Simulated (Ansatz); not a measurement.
BFH2O

```xyz
5

B    -0.0224   -0.0278    0.0198
O     0.0156   -0.1123    1.3788
H    -0.8873   -0.1726    1.7437
F     1.1459    0.0610   -0.6221
H    -1.0487   -0.0296   -0.6181
```

Computed with Ansatz, RKS PBE-D4/6-31G*.

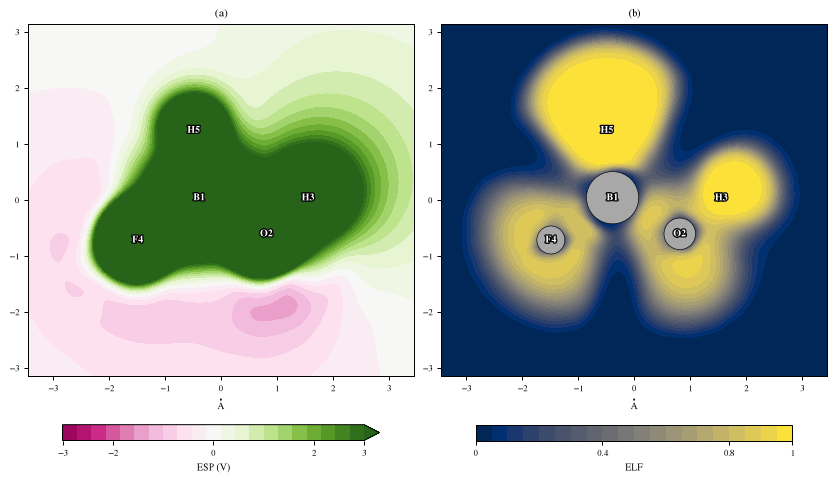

Figure 1. (a) electrostatic potential; (b) ELF on the molecular plane. Grey discs cover the atomic cores in the ELF map.

What do the fields say about this system?

Answer. The section cuts through B, O, H and F sites. B–F (1.34 Å): the ELF peaks at about 0.85 between the atoms, as expected for a shared but strongly polarised pair. B–O (1.36 Å): the ELF peaks at about 0.90 between the atoms, as expected for a polar covalent bond. O–H (0.98 Å): the ELF climbs to about 1 towards the hydrogen, as it does in any bond to H; a covalent bond by its length. B–H (1.21 Å): the ELF climbs to about 1 towards the hydrogen (an ordinary covalent bond to hydrogen). The ELF also peaks beside F4 and O2, away from the bonds: lone-pair regions. Outside the dense part of the molecule the potential is most negative (−1.4 V) near O2.

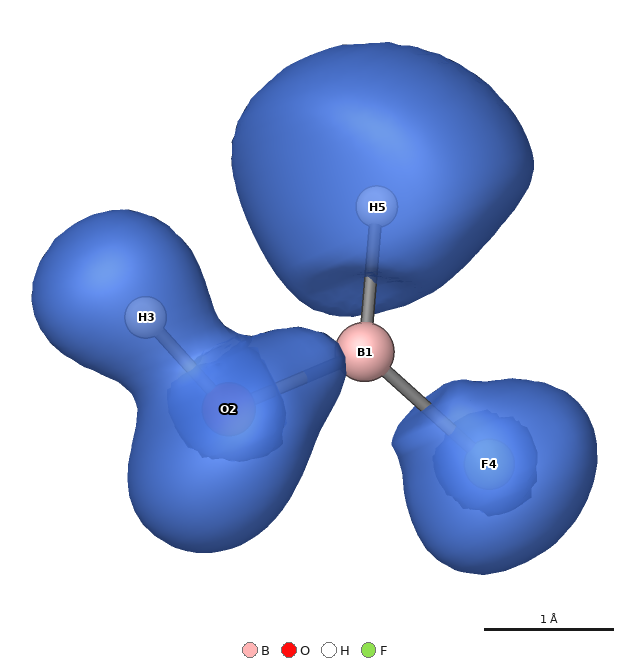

Figure 2. Isosurface of the electron localisation function at 0.75 (blue), seen at a tilt. Core shells and regions of very low density are left out.

What do the ELF domains correspond to?

Answer. The surface consists of one region around a hydrogen nucleus, one region on F in which the atom's valence shell and bonds are merged and one joined region spread over several atoms (H, O), in which their bonds and any lone pairs are merged.

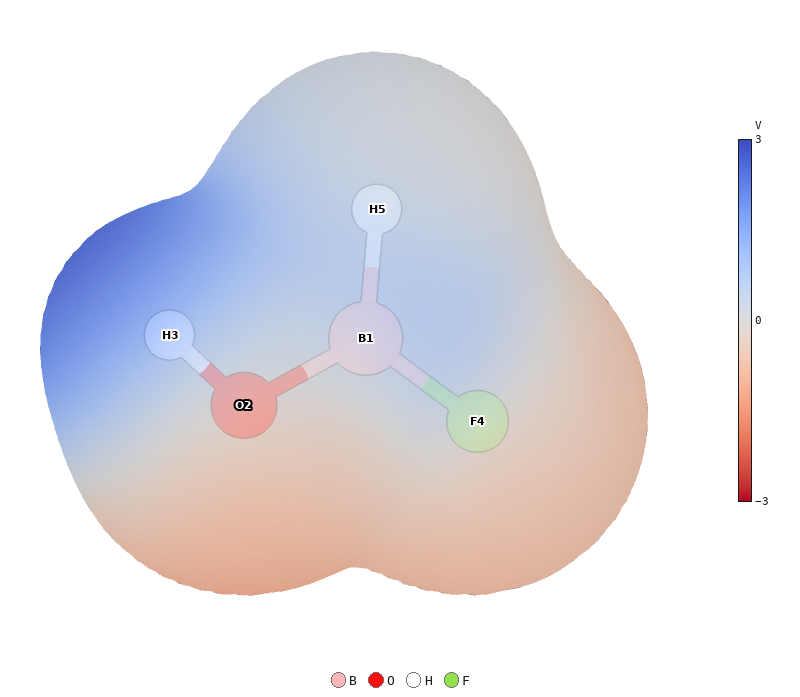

Figure 3. The electrostatic potential painted on the density surface at 0.001 e/bohr³, seen at a tilt; red is negative and blue positive.

Describe the electrostatic potential map.

Answer. The most negative region (about −1.1 V) lies over O2, the most positive (about +2.4 V) over H3. O2 is the likeliest acceptor of a hydrogen bond.
